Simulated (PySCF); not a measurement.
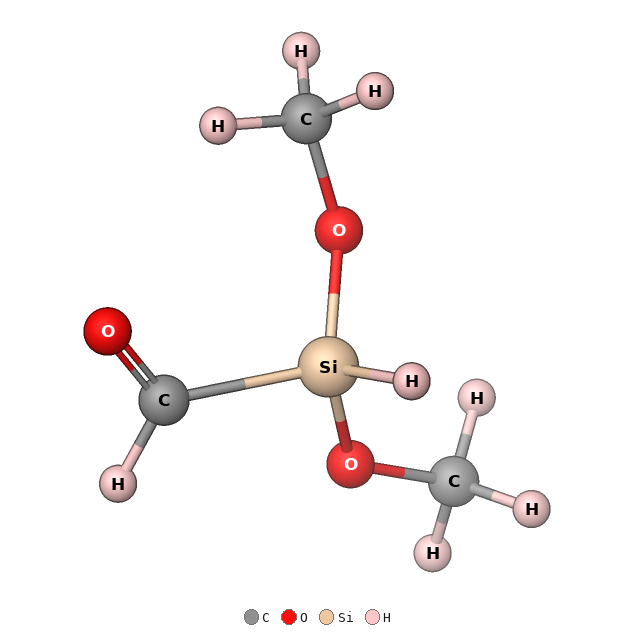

Orthographic view. Distant atoms are faded towards the background colour. The geometry was computed by an optimisation with GFN2-xTB. No frequency run is at hand to confirm it as a minimum.

> Write the InChI string.

InChI=1S/C3H8O3Si/c1-5-7(3-4)6-2/h3,7H,1-2H3
